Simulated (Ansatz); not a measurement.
Molecular dynamics of CH$_{6}$AlFSi (part 2 of 2)

Continued. System: CH$_{6}$AlFSi, SMILES [CH3][AlH][SiH2]F. Method: RKS revPBE-d3bj/6-31G* (Ansatz 0.2.0). The geometry comes from this level: PBE0-D4/def2-TZVP.

Geometry of the input (Å):
```
C  -1.5754  0.3718  -1.0307
Al -0.4638  -0.7812  0.0821
Si 1.7201  0.0117  0.9254
F  2.0208  1.5166  0.4176
H  -1.0205  0.7075  -1.9132
H  -1.8499  1.2800  -0.4829
H  -2.4947  -0.1116  -1.3677
H  -0.9148  -2.2542  0.4875
H  1.7963  0.0394  2.4166
H  2.8651  -0.8313  0.4683
```

**Trajectory as extended XYZ, continued**
```
10
Properties=species:S:1:pos:R:3:forces:R:3 step=9 time_fs=9.0 energy=-18322.07091 temperature=334.5
C    -1.6096    0.3941   -1.0823   -0.1991  -2.1565   0.3254
Al   -0.4708   -0.7772    0.1307   -0.6695   0.0405  -0.6057
Si    1.7425   -0.0214    0.8967    0.7209   0.5507   0.6977
F     2.0214    1.5592    0.4341   -0.1973  -0.5795   0.0920
H    -0.9408    0.7472   -1.8561    0.3281   0.0567  -0.8707
H    -2.0502    1.2809   -0.6759   -0.6005   0.7912   0.6479
H    -2.4235   -0.3048   -1.4879    0.8495   0.9651   0.1859
H    -1.0564   -2.2911    0.3756    0.2645   0.2766   0.1211
H     1.7837   -0.0686    2.4348   -0.1894   0.0936  -0.3150
H     3.0283   -0.7874    0.6179   -0.3070  -0.0384  -0.2785
10
Properties=species:S:1:pos:R:3:forces:R:3 step=10 time_fs=10.0 energy=-18322.09930 temperature=358.4
C    -1.6126    0.3940   -1.0869    0.2331  -1.4554   0.5756
Al   -0.4724   -0.7768    0.1354   -0.6787   0.1288  -0.6790
Si    1.7469   -0.0253    0.8941    0.2331   0.9621   0.7671
F     2.0212    1.5636    0.4359   -0.2136  -0.7236   0.1296
H    -0.9401    0.7378   -1.8664    0.2879   0.1482  -0.6869
H    -2.0877    1.2773   -0.6861   -0.3482   0.5401   0.4711
H    -2.3917   -0.2891   -1.5030    0.2487   0.3926  -0.0305
H    -1.0630   -2.2857    0.3673    0.2537   0.2238   0.1456
H     1.7753   -0.0786    2.4310   -0.1881   0.1065  -0.2855
H     3.0089   -0.7687    0.6322    0.1720  -0.3232  -0.4073
10
Properties=species:S:1:pos:R:3:forces:R:3 step=11 time_fs=11.0 energy=-18322.07848 temperature=337.7
C    -1.6155    0.3928   -1.0910    0.8433  -0.2900   0.8638
Al   -0.4742   -0.7763    0.1399   -0.6619   0.2371  -0.7533
Si    1.7513   -0.0290    0.8919   -0.2950   1.3652   0.7913
F     2.0209    1.5677    0.4377   -0.2223  -0.8508   0.1627
H    -0.9366    0.7299   -1.8832    0.1012   0.1843  -0.3127
H    -2.1284    1.2789   -0.6919    0.0568   0.0707   0.1892
H    -2.3576   -0.2697   -1.5184   -0.5438  -0.3650  -0.3722
H    -1.0671   -2.2781    0.3604    0.2288   0.1441   0.1726
H     1.7651   -0.0876    2.4244   -0.1773   0.1154  -0.2159
H     2.9911   -0.7532    0.6425    0.6702  -0.6109  -0.5257
10
Properties=species:S:1:pos:R:3:forces:R:3 step=12 time_fs=12.0 energy=-18322.00393 temperature=270.2
C    -1.6177    0.3913   -1.0944    1.3854   0.8130   1.0688
Al   -0.4763   -0.7758    0.1441   -0.6263   0.3566  -0.8297
Si    1.7557   -0.0321    0.8898   -0.7305   1.6834   0.7537
F     2.0204    1.5714    0.4395   -0.2237  -0.9600   0.1914
H    -0.9321    0.7237   -1.9031   -0.1287   0.1993   0.1188
H    -2.1687    1.2811   -0.6958    0.4705  -0.3824  -0.0797
H    -2.3286   -0.2538   -1.5373   -1.2393  -1.0484  -0.7013
H    -1.0691   -2.2692    0.3552    0.1929   0.0448   0.2011
H     1.7531   -0.0955    2.4158   -0.1561   0.1199  -0.1156
H     2.9797   -0.7436    0.6478    1.0558  -0.8263  -0.6075
10
Properties=species:S:1:pos:R:3:forces:R:3 step=13 time_fs=13.0 energy=-18321.94433 temperature=215.8
C    -1.6187    0.3905   -1.0969    1.4800   1.3124   0.9828
Al   -0.4785   -0.7751    0.1480   -0.5789   0.4762  -0.9064
Si    1.7598   -0.0347    0.8881   -0.9347   1.8382   0.6422
F     2.0199    1.5745    0.4415   -0.2183  -1.0497   0.2161
H    -0.9289    0.7194   -1.9218   -0.3102   0.2208   0.4854
H    -2.2044    1.2797   -0.7005    0.7827  -0.6747  -0.2640
H    -2.3115   -0.2479   -1.5630   -1.4392  -1.2873  -0.7605
H    -1.0692   -2.2598    0.3519    0.1504  -0.0637   0.2299
H     1.7397   -0.1022    2.4061   -0.1243   0.1204   0.0018
H     2.9784   -0.7418    0.6473    1.1924  -0.8926  -0.6273
10
Properties=species:S:1:pos:R:3:forces:R:3 step=14 time_fs=14.0 energy=-18321.94885 temperature=217.7
C    -1.6186    0.3908   -1.0987    1.0218   1.0316   0.5175
Al   -0.4810   -0.7743    0.1516   -0.5264   0.5830  -0.9797
Si    1.7635   -0.0367    0.8866   -0.8505   1.7971   0.4625
F     2.0192    1.5772    0.4436   -0.2064  -1.1189   0.2367
H    -0.9286    0.7172   -1.9358   -0.3974   0.2588   0.7183
H    -2.2326    1.2719   -0.7077    0.9401  -0.7595  -0.3391
H    -2.3082   -0.2543   -1.5959   -1.0306  -0.9614  -0.4185
H    -1.0679   -2.2510    0.3508    0.1066  -0.1685   0.2574
H     1.7251   -0.1078    2.3964   -0.0825   0.1173   0.1193
H     2.9886   -0.7486    0.6408    1.0251  -0.7795  -0.5745
10
Properties=species:S:1:pos:R:3:forces:R:3 step=15 time_fs=15.0 energy=-18321.98279 temperature=247.3
C    -1.6177    0.3918   -1.1000    0.3332   0.2465  -0.1347
Al   -0.4837   -0.7732    0.1548   -0.4745   0.6652  -1.0456
Si    1.7670   -0.0381    0.8852   -0.5441   1.5973   0.2446
F     2.0185    1.5792    0.4458   -0.1888  -1.1671   0.2529
H    -0.9321    0.7176   -1.9430   -0.3789   0.3120   0.7933
H    -2.2518    1.2567   -0.7182    0.9220  -0.6370  -0.3031
H    -2.3147   -0.2699   -1.6329   -0.3266  -0.3465   0.1536
H    -1.0655   -2.2439    0.3521    0.0675  -0.2557   0.2815
H     1.7097   -0.1122    2.3879   -0.0322   0.1117   0.2188
H     3.0085   -0.7628    0.6288    0.6224  -0.5263  -0.4613
10
Properties=species:S:1:pos:R:3:forces:R:3 step=16 time_fs=16.0 energy=-18321.99405 temperature=257.7
C    -1.6165    0.3931   -1.1014   -0.2174  -0.6905  -0.7032
Al   -0.4865   -0.7720    0.1577   -0.4268   0.7136  -1.0997
Si    1.7703   -0.0389    0.8839   -0.1537   1.3170   0.0323
F     2.0176    1.5807    0.4482   -0.1659  -1.1939   0.2640
H    -0.9393    0.7209   -1.9426   -0.2571   0.3776   0.7109
H    -2.2622    1.2355   -0.7315    0.7231  -0.3250  -0.1618
H    -2.3244   -0.2888   -1.6684    0.3109   0.2215   0.6897
H    -1.0625   -2.2392    0.3562    0.0380  -0.3121   0.2998
H     1.6940   -0.1156    2.3814    0.0243   0.1046   0.2832
H     3.0345   -0.7821    0.6124    0.1247  -0.2128  -0.3152
10
Properties=species:S:1:pos:R:3:forces:R:3 step=17 time_fs=17.0 energy=-18321.97028 temperature=236.1
C    -1.6154    0.3938   -1.1034   -0.4886  -1.5848  -1.0491
Al   -0.4895   -0.7704    0.1601   -0.3837   0.7233  -1.1374
Si    1.7736   -0.0392    0.8826    0.1959   1.0279  -0.1349
F     2.0167    1.5816    0.4506   -0.1384  -1.1990   0.2692
H    -0.9489    0.7278   -1.9354   -0.0454   0.4535   0.4925
H    -2.2657    1.2111   -0.7464    0.3675   0.1297   0.0651
H    -2.3311   -0.3057   -1.6973    0.7279   0.5929   1.0478
H    -1.0592   -2.2375    0.3631    0.0211  -0.3281   0.3096
H     1.6785   -0.1180    2.3777    0.0847   0.0974   0.3014
H     3.0616   -0.8035    0.5930   -0.3410   0.0873  -0.1642
10
Properties=species:S:1:pos:R:3:forces:R:3 step=18 time_fs=18.0 energy=-18321.93165 temperature=200.9
C    -1.6148    0.3933   -1.1063   -0.5267  -2.3046  -1.1504
Al   -0.4927   -0.7686    0.1622   -0.3430   0.6946  -1.1547
Si    1.7769   -0.0392    0.8813    0.4359   0.7718  -0.2346
F     2.0157    1.5818    0.4532   -0.1071  -1.1824   0.2678
H    -0.9590    0.7390   -1.9234    0.2190   0.5311   0.1927
H    -2.2657    1.1880   -0.7607   -0.0551   0.6129   0.3262
H    -2.3308   -0.3168   -1.7161    0.9166   0.7548   1.2013
H    -1.0556   -2.2389    0.3730    0.0173  -0.3000   0.3090
H     1.6638   -0.1195    2.3768    0.1468   0.0905   0.2704
H     3.0854   -0.8239    0.5720   -0.7037   0.3313  -0.0278
10
Properties=species:S:1:pos:R:3:forces:R:3 step=19 time_fs=19.0 energy=-18321.91245 temperature=184.0
C    -1.6146    0.3909   -1.1101   -0.4476  -2.6526  -1.0248
Al   -0.4959   -0.7666    0.1638   -0.3005   0.6325  -1.1487
Si    1.7804   -0.0389    0.8799    0.5474   0.5635  -0.2634
F     2.0146    1.5815    0.4560   -0.0726  -1.1439   0.2591
H    -0.9669    0.7554   -1.9096    0.4617   0.5843  -0.0908
H    -2.2661    1.1708   -0.7719   -0.3783   0.9354   0.5340
H    -2.3217   -0.3207   -1.7235    0.8988   0.7241   1.1563
H    -1.0519   -2.2432    0.3858    0.0244  -0.2315   0.2972
H     1.6506   -0.1201    2.3785    0.2082   0.0840   0.1972
H     3.1025   -0.8413    0.5507   -0.9416   0.5044   0.0839
10
Properties=species:S:1:pos:R:3:forces:R:3 step=20 time_fs=20.0 energy=-18321.93800 temperature=207.8
C    -1.6147    0.3863   -1.1147   -0.3143  -2.4072  -0.6991
Al   -0.4993   -0.7643    0.1650   -0.2510   0.5455  -1.1177
Si    1.7840   -0.0385    0.8784    0.5377   0.4042  -0.2316
F     2.0135    1.5805    0.4589   -0.0357  -1.0838   0.2430
H    -0.9705    0.7773   -1.8967    0.5866   0.5666  -0.2421
H    -2.2703    1.1625   -0.7780   -0.4421   0.9276   0.6054
H    -2.3041   -0.3177   -1.7198    0.6729   0.4958   0.9048
H    -1.0479   -2.2497    0.4015    0.0384  -0.1324   0.2742
H     1.6393   -0.1199    2.3822    0.2667   0.0772   0.0962
H     3.1106   -0.8537    0.5302   -1.0590   0.6065   0.1668
10
Properties=species:S:1:pos:R:3:forces:R:3 step=21 time_fs=21.0 energy=-18321.99351 temperature=258.1
C    -1.6151    0.3798   -1.1198   -0.0599  -1.4941  -0.2069
Al   -0.5027   -0.7618    0.1659   -0.1908   0.4439  -1.0620
Si    1.7878   -0.0379    0.8768    0.4198   0.2925  -0.1551
F     2.0124    1.5790    0.4619    0.0027  -1.0025   0.2193
H    -0.9684    0.8047   -1.8862    0.5290   0.4332  -0.1967
H    -2.2786    1.1631   -0.7782   -0.2309   0.5837   0.5258
H    -2.2800   -0.3100   -1.7074    0.2215   0.0494   0.4296
H    -1.0436   -2.2575    0.4198    0.0545  -0.0162   0.2418
H     1.6306   -0.1189    2.3867    0.3196   0.0690  -0.0148
H     3.1086   -0.8604    0.5113   -1.0655   0.6410   0.2190
10
Properties=species:S:1:pos:R:3:forces:R:3 step=22 time_fs=22.0 energy=-18322.02907 temperature=290.6
C    -1.6155    0.3722   -1.1252    0.4043  -0.1020   0.3989
Al   -0.5063   -0.7592    0.1663   -0.1186   0.3375  -0.9848
Si    1.7918   -0.0371    0.8752    0.2019   0.2305  -0.0490
F     2.0113    1.5771    0.4650    0.0422  -0.9008   0.1882
H    -0.9613    0.8362   -1.8774    0.3071   0.1794   0.0035
H    -2.2891    1.1693   -0.7735    0.1137   0.0686   0.3555
H    -2.2538   -0.3017   -1.6909   -0.4181  -0.5826  -0.2342
H    -1.0387   -2.2655    0.4404    0.0684   0.1030   0.2026
H     1.6249   -0.1173    2.3911    0.3644   0.0584  -0.1181
H     3.0964   -0.8610    0.4946   -0.9652   0.6079   0.2374
10
Properties=species:S:1:pos:R:3:forces:R:3 step=23 time_fs=23.0 energy=-18322.02061 temperature=285.1
C    -1.6157    0.3644   -1.1302    0.9504   1.3159   0.9659
Al   -0.5098   -0.7565    0.1664   -0.0363   0.2340  -0.8921
Si    1.7959   -0.0364    0.8735   -0.1154   0.2252   0.0769
F     2.0102    1.5746    0.4682    0.0819  -0.7793   0.1503
H    -0.9512    0.8694   -1.8687    0.0119  -0.1439   0.2416
H    -2.2986    1.1761   -0.7653    0.4226  -0.4221   0.1730
H    -2.2316   -0.2991   -1.6766   -1.0363  -1.1892  -0.8931
H    -1.0332   -2.2724    0.4630    0.0766   0.2127   0.1599
H     1.6228   -0.1151    2.3944    0.3991   0.0446  -0.1991
H     3.0749   -0.8557    0.4801   -0.7546   0.5022   0.2166
10
Properties=species:S:1:pos:R:3:forces:R:3 step=24 time_fs=24.0 energy=-18322.00919 temperature=276.8
C    -1.6150    0.3577   -1.1344    1.2094   2.1698   1.2158
Al   -0.5134   -0.7536    0.1662    0.0525   0.1389  -0.7914
Si    1.7999   -0.0355    0.8719   -0.5326   0.2842   0.2178
F     2.0091    1.5718    0.4715    0.1213  -0.6394   0.1064
H    -0.9410    0.9012   -1.8577   -0.2523  -0.4572   0.4070
H    -2.3040    1.1789   -0.7555    0.5965  -0.7660   0.0327
H    -2.2193   -0.3078   -1.6709   -1.2647  -1.3789  -1.2088
H    -1.0270   -2.2773    0.4871    0.0771   0.3035   0.1173
H     1.6244   -0.1125    2.3957    0.4220   0.0273  -0.2470
H     3.0462   -0.8456    0.4676   -0.4293   0.3180   0.1502
10
Properties=species:S:1:pos:R:3:forces:R:3 step=25 time_fs=25.0 energy=-18322.03313 temperature=297.5
C    -1.6134    0.3527   -1.1376    0.9617   2.1290   1.0050
Al   -0.5170   -0.7508    0.1657    0.1442   0.0561  -0.6904
Si    1.8037   -0.0345    0.8704   -1.0369   0.4061   0.3692
F     2.0081    1.5686    0.4748    0.1599  -0.4826   0.0575
H    -0.9332    0.9287   -1.8427   -0.4141  -0.6904   0.4430
H    -2.3037    1.1744   -0.7453    0.6040  -0.9154  -0.0383
H    -2.2191   -0.3297   -1.6768   -0.9205  -0.9368  -1.0042
H    -1.0200   -2.2794    0.5123    0.0686   0.3689   0.0779
H     1.6301   -0.1097    2.3947    0.4330   0.0067  -0.2553
H     3.0133   -0.8325    0.4566    0.0001   0.0584   0.0356
10
Properties=species:S:1:pos:R:3:forces:R:3 step=26 time_fs=26.0 energy=-18322.06005 temperature=320.9
C    -1.6110    0.3495   -1.1401    0.4198   1.3947   0.5341
Al   -0.5205   -0.7479    0.1649    0.2355  -0.0114  -0.5953
Si    1.8072   -0.0334    0.8690   -1.5807   0.5651   0.5186
F     2.0072    1.5652    0.4782    0.1971  -0.3110   0.0047
H    -0.9294    0.9496   -1.8235   -0.4422  -0.8001   0.3400
H    -2.2977    1.1611   -0.7355    0.4468  -0.8631  -0.0271
H    -2.2277   -0.3606   -1.6923   -0.2465  -0.1141  -0.4804
H    -1.0124   -2.2778    0.5382    0.0513   0.4052   0.0443
H     1.6399   -0.1068    2.3913    0.4325  -0.0164  -0.2219
H     2.9805   -0.8188    0.4460    0.4864  -0.2489  -0.1171
10
Properties=species:S:1:pos:R:3:forces:R:3 step=27 time_fs=27.0 energy=-18322.04909 temperature=311.3
C    -1.6083    0.3474   -1.1421   -0.0730   0.3731   0.0972
Al   -0.5239   -0.7450    0.1640    0.3261  -0.0609  -0.5089
Si    1.8101   -0.0322    0.8677   -2.0674   0.6994   0.6356
F     2.0064    1.5616    0.4816    0.2323  -0.1271  -0.0502
H    -0.9299    0.9628   -1.8011   -0.3342  -0.7666   0.1156
H    -2.2873    1.1395   -0.7260    0.1433  -0.6251   0.0704
H    -2.2387   -0.3926   -1.7124    0.3928   0.6776   0.0471
H    -1.0043   -2.2725    0.5646    0.0260   0.4109   0.0184
H     1.6539   -0.1040    2.3857    0.4223  -0.0410  -0.1494
H     2.9524   -0.8075    0.4342    0.9317  -0.5402  -0.2756
10
Properties=species:S:1:pos:R:3:forces:R:3 step=28 time_fs=28.0 energy=-18322.01112 temperature=277.2
C    -1.6056    0.3455   -1.1441   -0.3655  -0.6607  -0.1687
Al   -0.5272   -0.7421    0.1628    0.4179  -0.0903  -0.4305
Si    1.8123   -0.0306    0.8667   -2.3694   0.7207   0.6748
F     2.0057    1.5580    0.4849    0.2651   0.0657  -0.1059
H    -0.9335    0.9686   -1.7775   -0.1124  -0.5938  -0.1920
H    -2.2756    1.1120   -0.7158   -0.2560  -0.2539   0.2392
H    -2.2459   -0.4181   -1.7320    0.8158   1.2172   0.4150
H    -0.9959   -2.2631    0.5912   -0.0062   0.3865   0.0013
H     1.6719   -0.1016    2.3787    0.4052  -0.0658  -0.0457
H     2.9331   -0.8014    0.4198    1.2055  -0.7257  -0.3874
10
Properties=species:S:1:pos:R:3:forces:R:3 step=29 time_fs=29.0 energy=-18321.98715 temperature=256.1
C    -1.6032    0.3432   -1.1461   -0.4866  -1.5152  -0.2486
Al   -0.5304   -0.7393    0.1615    0.5134  -0.0988  -0.3577
Si    1.8137   -0.0288    0.8659   -2.3933   0.5603   0.6000
F     2.0051    1.5544    0.4882    0.2952   0.2633  -0.1606
H    -0.9382    0.9688   -1.7558    0.1649  -0.3211  -0.5158
H    -2.2663    1.0820   -0.7034   -0.6425   0.1362   0.4234
H    -2.2453   -0.4320   -1.7477    0.9981   1.4640   0.5936
H    -0.9876   -2.2501    0.6178   -0.0440   0.3342  -0.0063
H     1.6938   -0.0999    2.3712    0.3840  -0.0893   0.0748
H     2.9254   -0.8022    0.4017    1.2110  -0.7336  -0.4029
10
Properties=species:S:1:pos:R:3:forces:R:3 step=30 time_fs=30.0 energy=-18322.00947 temperature=277.6
C    -1.6012    0.3396   -1.1484   -0.5094  -1.9594  -0.1452
Al   -0.5333   -0.7365    0.1601    0.6133  -0.0887  -0.2879
Si    1.8143   -0.0269    0.8653   -2.1469   0.2193   0.4182
F     2.0047    1.5509    0.4914    0.3222   0.4603  -0.2129
H    -0.9413    0.9659   -1.7390    0.3981  -0.0339  -0.7583
H    -2.2632    1.0534   -0.6868   -0.8604   0.3864   0.5225
H    -2.2351   -0.4318   -1.7577    0.9549   1.4288   0.5862
H    -0.9797   -2.2339    0.6443   -0.0857   0.2586  -0.0042
H     1.7194   -0.0990    2.3645    0.3613  -0.1102   0.1912
H     2.9293   -0.8100    0.3797    0.9527  -0.5612  -0.3096
```

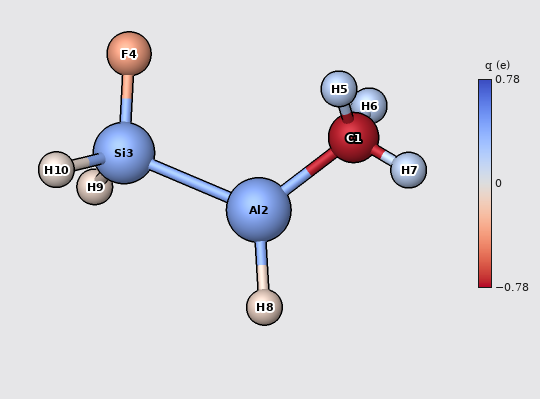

Fig. 1: Mulliken charges, as the colour of each atom (ball-and-stick view, seen at a tilt; atoms are numbered from 1 in the order of the input). By element: C −0.74, Al +0.40, Si +0.39, F −0.36 and H −0.10 to +0.19 e.
